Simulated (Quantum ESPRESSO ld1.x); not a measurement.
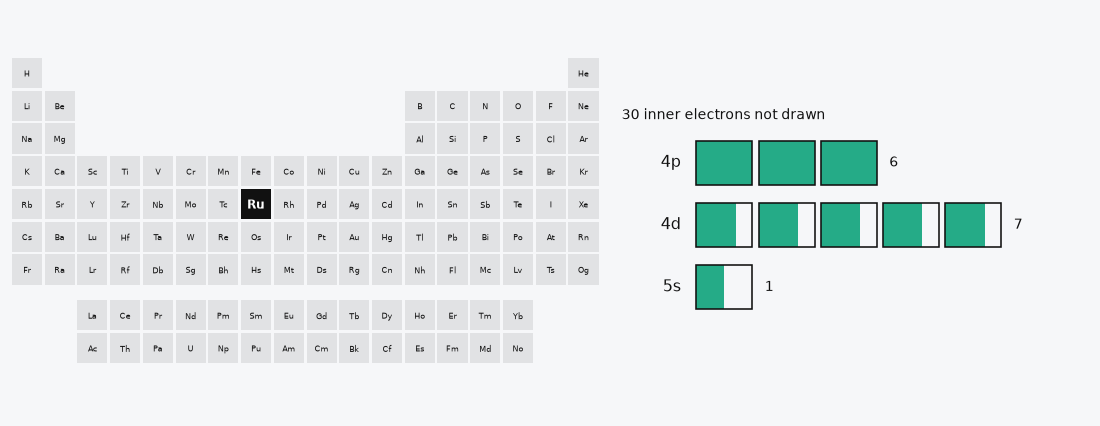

*Left, the place of ruthenium in the periodic table; right, the outer shells as the input fills them: a box for each of the 2l + 1 orbitals, shaded by the share of the shell that is filled, with the electron count at the right.*

## Ru: atomic calculation

A free Ru atom in the configuration [Kr] 4d7 5s1 (4d3/2: 4, 4d5/2: 3). Computed at this level: Dirac Kohn-Sham, PBE, spin-unpolarised, spherical densities, point nucleus (Quantum ESPRESSO ld1.x 7.5).

## Results in brief

```tsv
quantity	value
outcome	converged
total energy	−4531.5554 hartree
kinetic energy	4715.7174 hartree
electron–nucleus energy	−10962.7562 hartree
Hartree energy	1849.1377 hartree
exchange–correlation energy	−133.654295 hartree
radius at density 0.001 e/bohr³	4.50 bohr
SCF iterations	31
hardware	1 CPU thread, shared host
wall time	1.2 s
```

## Input file
```
 &input
    zed=44.0,
    iswitch=1,
    rel=2,
    dft='PBE',
    config='[Kr] 4d7 5s1',
    lsmall=.true.,
    prefix='ld1',
    max_out_wfc=37,
    file_charge='ld1.rho',
 /
```

Command:
```bash
OMP_NUM_THREADS=1 ld1.x < ld1.in > ld1.out
```

## The program's output
```
     Program LD1 v.7.5 starts

     --------------------------- All-electron run ----------------------------

     dirac relativistic calculation

     atomic number is 44.00
     dft =PBE   lsd =0 sic =0 latt =0  beta=0.20 tr2=1.0E-14
     Exchange-correlation= PBE
                           (   1   4   3   4   0   0   0)
     mesh =2049 r(mesh) =  99.46545 a.u. xmin = -8.00 dx = 0.00800
     1 Ry =  13.60569312 eV, c = 137.03599908

     n l j   nl                  e(Ry)          e(Ha)          e(eV)
     Spin orbit split results
     1 0 0.5 1S 1( 2.00)     -1611.5328      -805.7664    -21926.0205
     2 0 0.5 2S 1( 2.00)      -231.6446      -115.8223     -3151.6858
     2 1 0.5 2P 1( 2.00)      -214.0357      -107.0179     -2912.1044
     2 1 1.5 2P 1( 4.00)      -204.4129      -102.2065     -2781.1799
     3 0 0.5 3S 1( 2.00)       -40.7888       -20.3944      -554.9596
     3 1 0.5 3P 1( 2.00)       -33.9586       -16.9793      -462.0300
     3 1 1.5 3P 1( 4.00)       -32.3259       -16.1630      -439.8166
     4 0 0.5 4S 1( 2.00)        -5.6046        -2.8023       -76.2542
     4 1 0.5 4P 1( 2.00)        -3.5752        -1.7876       -48.6429
     4 1 1.5 4P 1( 4.00)        -3.3270        -1.6635       -45.2662
     3 2 1.5 3D 1( 4.00)       -20.2403       -10.1202      -275.3834
     3 2 2.5 3D 1( 6.00)       -19.9222        -9.9611      -271.0559
     4 2 1.5 4D 1( 4.00)        -0.3934        -0.1967        -5.3524
     4 2 2.5 4D 1( 3.00)        -0.3698        -0.1849        -5.0317
     5 0 0.5 5S 1( 1.00)        -0.3109        -0.1554        -4.2297
     Averaged results
     1 0     1S 1( 2.00)     -1611.5328      -805.7664    -21926.0205
     2 0     2S 1( 2.00)      -231.6446      -115.8223     -3151.6858
     2 1     2P 1( 6.00)      -207.6205      -103.8103     -2824.8214
     3 0     3S 1( 2.00)       -40.7888       -20.3944      -554.9596
     3 1     3P 1( 6.00)       -32.8701       -16.4351      -447.2211
     4 0     4S 1( 2.00)        -5.6046        -2.8023       -76.2542
     4 1     4P 1( 6.00)        -3.4097        -1.7049       -46.3917
     3 2     3D 1(10.00)       -20.0495       -10.0247      -272.7869
     4 2     4D 1( 7.00)        -0.3792        -0.1896        -5.1600
     5 0     5S 1( 1.00)        -0.3109        -0.1554        -4.2297

     final scf error:  4.0E-15 reached in  31 iterations

     Etot =   -9063.110724 Ry,   -4531.555362 Ha, -123309.903252 eV

     Ekin =    9431.434818 Ry,    4715.717409 Ha,  128321.207849 eV
     Encl =  -21925.512343 Ry,  -10962.756172 Ha, -298311.792510 eV
     Eh   =    3698.275392 Ry,    1849.137696 Ha,   50317.600066 eV
     Exc  =    -267.308591 Ry,    -133.654295 Ha,   -3636.918657 eV

     normalization and overlap integrals

     s(1S/1S) =  1.000000  <r> =   0.0334  <r2> =    0.0015  r(max) =   0.0217
     s(1S/2S) =  0.000000
     s(1S/3S) = -0.000000
     s(1S/4S) =  0.000000
     s(1S/5S) =  0.000000
     s(2S/2S) =  1.000000  <r> =   0.1453  <r2> =    0.0250  r(max) =   0.1229
     s(2S/3S) =  0.000000
     s(2S/4S) =  0.000000
     s(2S/5S) =  0.000000
     s(2P/2P) =  1.000000  <r> =   0.1236  <r2> =    0.0188  r(max) =   0.0959
     s(2P/3P) =  0.000000
     s(2P/4P) =  0.000000
     s(2P/2P) =  1.000000  <r> =   0.1284  <r2> =    0.0201  r(max) =   0.0998
     s(2P/3P) =  0.000000
     s(2P/4P) =  0.000000
     s(3S/3S) =  1.000000  <r> =   0.4024  <r2> =    0.1855  r(max) =   0.3620
     s(3S/4S) =  0.000000
     s(3S/5S) =  0.000000
     s(3P/3P) =  1.000000  <r> =   0.3956  <r2> =    0.1822  r(max) =   0.3478
     s(3P/4P) =  0.000000
     s(3P/3P) =  1.000000  <r> =   0.4063  <r2> =    0.1920  r(max) =   0.3591
     s(3P/4P) =  0.000000
     s(4S/4S) =  1.000000  <r> =   1.0191  <r2> =    1.1779  r(max) =   0.9156
     s(4S/5S) =  0.000000
     s(4P/4P) =  1.000000  <r> =   1.1078  <r2> =    1.4084  r(max) =   0.9683
     s(4P/4P) =  1.000000  <r> =   1.1390  <r2> =    1.4896  r(max) =   0.9918
     s(3D/3D) =  1.000000  <r> =   0.3821  <r2> =    0.1750  r(max) =   0.2987
     s(3D/4D) = -0.000000
     s(3D/3D) =  1.000000  <r> =   0.3856  <r2> =    0.1780  r(max) =   0.3011
     s(3D/4D) = -0.000000
     s(4D/4D) =  1.000000  <r> =   1.6881  <r2> =    3.5779  r(max) =   1.2114
     s(4D/4D) =  1.000000  <r> =   1.7170  <r2> =    3.7122  r(max) =   1.2212
     s(5S/5S) =  1.000000  <r> =   3.3928  <r2> =   13.3564  r(max) =   2.7396

     ------------------------ End of All-electron run ------------------------
```

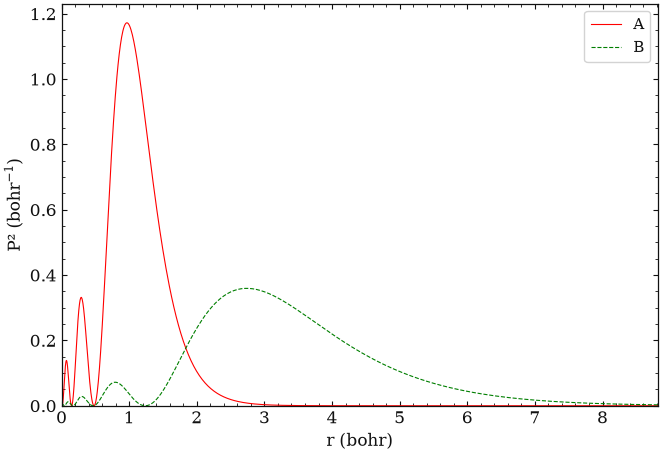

*The radial probability densities P² (large components) of 5s and 4p1/2.*

A is 4p1/2; B is 5s. 4p1/2: outer maximum at 0.968 bohr, ⟨r⟩ = 1.11 bohr, 2 nodes, eigenvalue −48.6 eV; 5s: outer maximum at 2.74 bohr, ⟨r⟩ = 3.39 bohr, 4 nodes, eigenvalue −4.23 eV. The innermost lobes are too small to be seen at this scale.

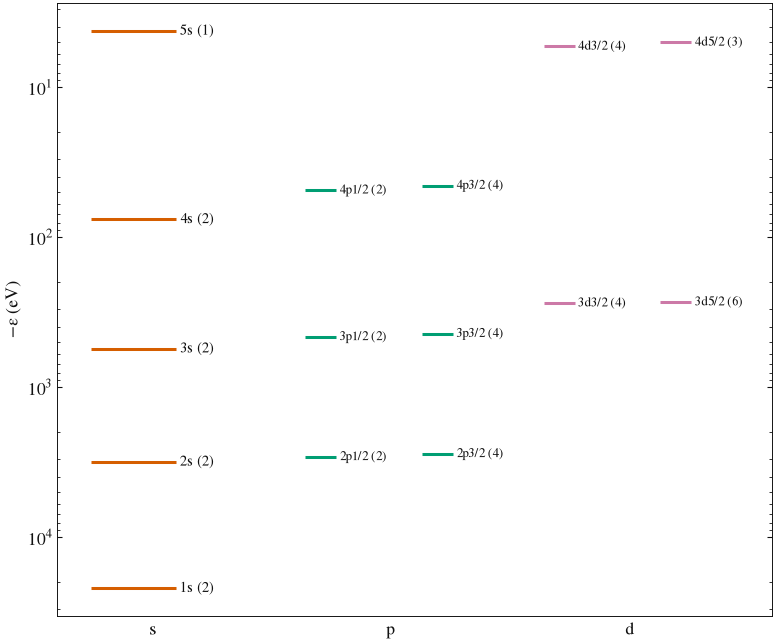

*All occupied levels, on a logarithmic scale of binding energy, are drawn by angular momentum (occupations in brackets, the lower j at the left of each column).*

The highest occupied level is 5s at −4.23 eV. The highest 5 occupied levels, from the top down, are 5s (−4.23 eV), 4d5/2 (−5.03 eV), 4d3/2 (−5.35 eV), 4p3/2 (−45.3 eV), 4p1/2 (−48.6 eV). Spin-orbit splittings: 4d 0.321 eV, 4p 3.38 eV, 3d 4.33 eV, 3p 22.2 eV.

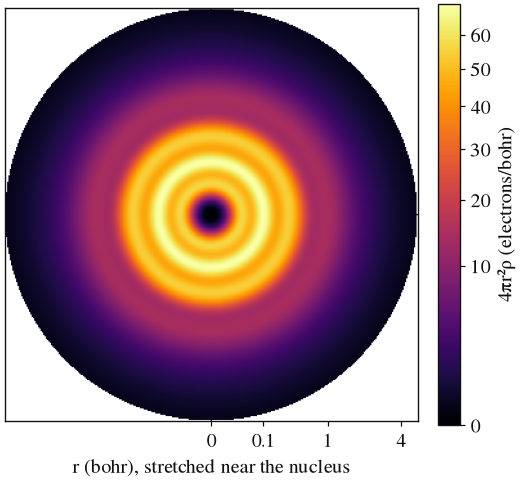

*The radial density 4πr²ρ as a disc about the nucleus, with the radius drawn as r to the power 0.35.*

There are 4 maxima, at r = 0.0235, 0.104, 0.318 and 0.953 bohr, parted by minima at 0.0471, 0.205 and 0.750 bohr, inside which lie 2.0, 11.1 and 29.1 electrons. The configuration has 5 principal shells, so not every shell has a maximum of its own.
